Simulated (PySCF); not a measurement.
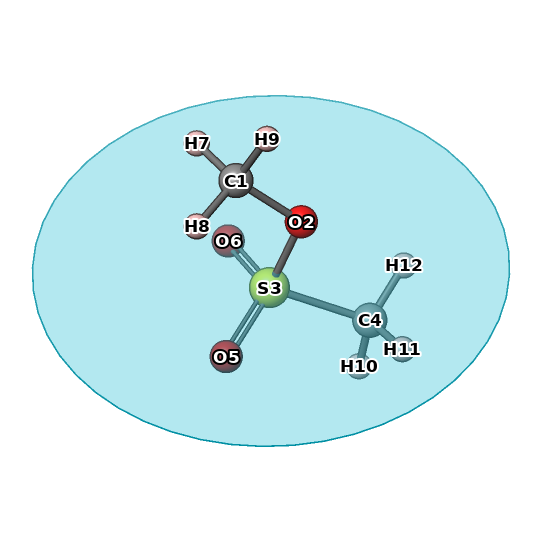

A disc through the centre of mass is drawn in. Distant atoms are faded towards the background colour. The computed structure is the end point of a PBE0-D3(BJ)/def2-SVP optimisation. No frequency run is at hand to confirm it as a minimum.

> Is the plane of the disc a mirror plane of the structure?

No. The point group is Cs, with 1 mirror plane, and this plane isn't one of its mirror planes.
